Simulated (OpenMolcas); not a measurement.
# singlet CH5Si+ at 6 levels

Aim: a comparison of 6 runs (HF/3-21G, B3LYP/6-31G*, B3LYP/aug-cc-pVDZ, SVWN5/aug-cc-pVDZ, r2SCAN/aug-cc-pVDZ, MP2/aug-cc-pVDZ) of singlet CH5Si+. 

The results are computed with OpenMolcas 26.06.

1 further run of the same task is left out (set aside as unsound or not needed).

**1. The system as given**

CH5Si+ has 7 atoms, charge +1, and is taken as a singlet. SMILES of the parent species: `C[SiH2]`. Geometry: relaxed at PBE0-D4/def2-TZVP. That shape belongs to the parent species and isn't relaxed for this state.

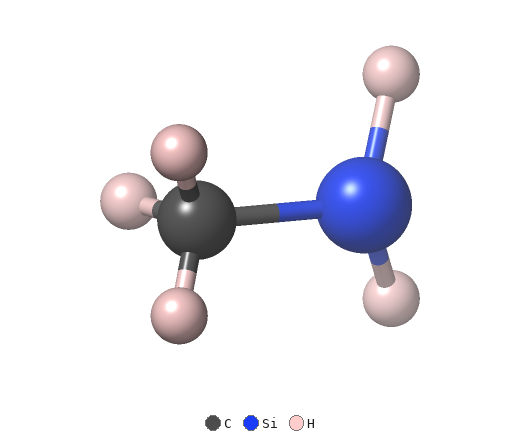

Viewed from a chosen angle; carbon dark grey, silicon blue, hydrogen pink.

**2. The energy at HF/3-21G (run 1)**

Input file mol.input:

```
&GATEWAY
BasLib
$CurrDir
Coord
7
angstrom
C       -0.122600      -0.803200       0.095200
Si       0.176200       1.034800       0.314000
H       -0.204800      -1.054900      -0.966600
H        0.699200      -1.383300       0.519500
H       -1.047100      -1.107700       0.589500
H       -0.951500       1.846400      -0.225700
H        1.450600       1.468000      -0.326000
Basis
3-21G
Group
NoSym
&SEWARD
&SCF
Charge
1
Thresholds
1e-10 1e-07 1e-07 1e-05
PrOrbitals
1 1
```

The basis set 3-21G is read from a file made from the Basis Set Exchange's data (not shown).

Launch:

```
$ export MOLCAS_MEM=1860
$ pymolcas mol.input > mol.log
```

Log:

```text
--- Start Module: gateway ---
[...]
--- Stop Module: gateway /rc=_RC_ALL_IS_WELL_ ---
--- Start Module: seward ---
[...]
      Basis functions           32
--- Stop Module: seward /rc=_RC_ALL_IS_WELL_ ---
--- Start Module: scf ---
[...]
       Convergence after  15 Iterations
[...]
::    Total SCF energy                               -327.6275637322
[...]
      Total spin, S                                     0.0000000000
[...]
      Total electronic charge=   24.000000
      Total            charge=    1.000000
[...]
      Dipole Moment (debye):
      Origin of the operator (angstrom)=    0.0756    0.4238    0.2114
                   X=  2.9564E-01               Y=  1.5188E+00               Z=  1.3359E+00           Total=  2.0443E+00
      Center of Charge (angstrom)
[...]
--- Stop Module: scf /rc=_RC_ALL_IS_WELL_ ---
[...]
```

Wall time 2.2 s (1 thread of Intel Xeon Platinum 8259CL at 2.50GHz (Skylake/Cascade Lake), shared host); peak memory 0.37 GiB.

**3. A single-point energy at B3LYP/6-31G(d) (spherical functions) (run 2)**

Input file struct.xyz:

```xyz
7

C     -0.122600    -0.803200     0.095200
Si     0.176200     1.034800     0.314000
H     -0.204800    -1.054900    -0.966600
H      0.699200    -1.383300     0.519500
H     -1.047100    -1.107700     0.589500
H     -0.951500     1.846400    -0.225700
H      1.450600     1.468000    -0.326000
```

Input file calc.inp:

```
* CH5Si Kohn-Sham DFT
&GATEWAY
BasLib = $CurrDir
Coord = struct.xyz
Basis = 6-31Gs
Group = NoSym
&SEWARD
GridInput
Grid=UltraFine
End of Grid
&SCF
Charge = 1
KSDFT = B3LYP
Thresholds = 1e-10 1e-07 1e-07 1e-05
PrOrbitals = 1 1
```

The basis set 6-31G* is read from a file made from the Basis Set Exchange's data (not shown).

Launch:

```
$ export MOLCAS_MEM=1860
$ pymolcas calc.inp > calc.log
```

Log:

```text
--- Start Module: gateway ---
[...]
--- Stop Module: gateway /rc=_RC_ALL_IS_WELL_ ---
--- Start Module: seward ---
[...]
      Basis functions           42
--- Stop Module: seward /rc=_RC_ALL_IS_WELL_ ---
[...]
--- Start Module: scf ---
[...]
       Convergence after  20 Iterations
[...]
::    Total KS-DFT energy                            -330.2559609728
[...]
      Total spin, S                                     0.0000000000
[...]
      Total electronic charge=   24.000000
      Total            charge=    1.000000
[...]
      Dipole Moment (debye):
      Origin of the operator (angstrom)=    0.0756    0.4238    0.2114
                   X=  2.0528E-01               Y=  1.0619E+00               Z=  8.9733E-01           Total=  1.4053E+00
      Center of Charge (angstrom)
[...]
--- Stop Module: scf /rc=_RC_ALL_IS_WELL_ ---
[...]
```

Wall time 17 s (1 thread of Intel Xeon Platinum 8259CL at 2.50GHz (Skylake/Cascade Lake), shared host); peak memory 0.38 GiB.

Runs 3 to 5 aren't shown in full; the table further down has their settings and results.

**4. A single-point energy at MP2/aug-cc-pVDZ (run 6)**

Input file calc.input:

```
&GATEWAY
BASLIB=$CurrDir
COORD
7
angstrom
C       -0.122600      -0.803200       0.095200
Si       0.176200       1.034800       0.314000
H       -0.204800      -1.054900      -0.966600
H        0.699200      -1.383300       0.519500
H       -1.047100      -1.107700       0.589500
H       -0.951500       1.846400      -0.225700
H        1.450600       1.468000      -0.326000
BASIS=aug-cc-pVDZ
GROUP=NoSym
&SEWARD
&SCF
CHARGE=1
THRESHOLDS=1e-10 1e-07 1e-07 1e-05
PRORBITALS=1 2
&MBPT2
FROZEN=6
```

The basis set aug-cc-pVDZ is read from a file made from the Basis Set Exchange's data (not shown).

Launch:

```
$ export MOLCAS_MEM=1860
$ pymolcas calc.input > calc.log
```

Log:

```text
--- Start Module: gateway ---
[...]
--- Stop Module: gateway /rc=_RC_ALL_IS_WELL_ ---
[...]
      Basis functions           95
[...]
--- Start Module: scf ---
[...]
       Convergence after  16 Iterations
[...]
::    Total SCF energy                               -329.3869269615
[...]
      Total spin, S                                     0.0000000000
[...]
      Total electronic charge=   24.000000
      Total            charge=    1.000000
[...]
      Dipole Moment (debye):
      Origin of the operator (angstrom)=    0.0756    0.4238    0.2114
                   X=  2.4938E-01               Y=  1.2750E+00               Z=  1.1533E+00           Total=  1.7372E+00
      Center of Charge (angstrom)
[...]
--- Stop Module: scf /rc=_RC_ALL_IS_WELL_ ---
[...]
--- Start Module: mbpt2 ---
[...]
WARNING!
Default frozen orbitals as non valence orbitals is overwritten by user input.
Default values:   3
[...]
       Reference weight ( Cref**2 )         =        0.91386
::    Total MBPT2 energy                             -329.6250724317
[...]
      Total MBPT2 calculations                           0.37      0.41
--- Stop Module: mbpt2 /rc=_RC_ALL_IS_WELL_ ---
[...]
```

Wall time 12 s (1 thread of Intel Xeon Platinum 8259CL at 2.50GHz (Skylake/Cascade Lake), shared host); peak memory 0.53 GiB.

**5. The series**

| run | level | integration grid | frozen core orbitals | energy (Eh) | HOMO energy (eV) | LUMO energy (eV) | HOMO–LUMO gap (eV) | wall time |
| --- | --- | --- | --- | --- | --- | --- | --- | --- |
| 1 | HF/3-21G | – | – | -327.627564 | -18.95 | -7.14 | 11.81 | 2.2 s |
| 2 | B3LYP/6-31G* (spherical functions) | UltraFine | – | -330.255961 | -15.64 | -10.67 | 4.97 | 17 s |
| 3 | B3LYP/aug-cc-pVDZ | UltraFine | – | -330.275985 | -15.66 | -10.67 | 4.99 | 41 s |
| 4 | SVWN5/aug-cc-pVDZ | UltraFine | – | -328.675506 | -14.64 | -11.46 | 3.19 | 29 s |
| 5 | r2SCAN/aug-cc-pVDZ | UltraFine | – | -330.192926 | -14.87 | -11.06 | 3.81 | 61 s |
| 6 | MP2/aug-cc-pVDZ | – | 6 | -329.625072 | -18.90 | -6.95 | 11.94 | 12 s |

**6. Results**

| quantity | value |
| --- | --- |
| run 6: total energy | -329.62507 Eh |
| run 6: HOMO energy (Hartree–Fock orbitals) | -18.90 eV |
| run 6: LUMO energy (Hartree–Fock orbitals) | -6.95 eV |
| run 6: HOMO–LUMO gap (Hartree–Fock orbitals) | 11.94 eV |
| run 6: correlation energy (6 core orbitals frozen) | -238.1 mEh |

Over runs 1, 2, 3, 4, 5 the HOMO–LUMO gap runs from 3.19 eV (SVWN5/aug-cc-pVDZ) to 11.81 eV (HF/3-21G). The two ends differ in method and basis. Totals of different functionals can't be ranked against each other. All runs together took 2.7 min, the longest 61 s.
